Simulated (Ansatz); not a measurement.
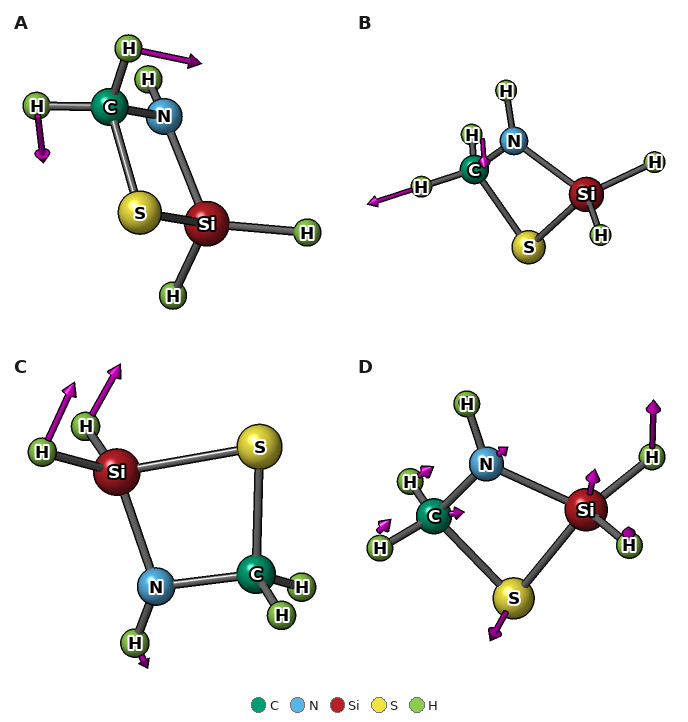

4 normal modes of one molecule or complex, as arrows. Harmonic vibrations computed with RKS PBE0-D4/def2-TZVP (Ansatz 0.2.0) at a stationary point of the same level.

Question: Match the panels to the wavenumbers 533 cm⁻¹, 811 cm⁻¹, 1519 cm⁻¹, 3084 cm⁻¹.

Answer: A: 1519 cm⁻¹, H–C–H bending
B: 3084 cm⁻¹, out-of-phase stretching of 2 C–H bonds
C: 811 cm⁻¹, angle bending
D: 533 cm⁻¹
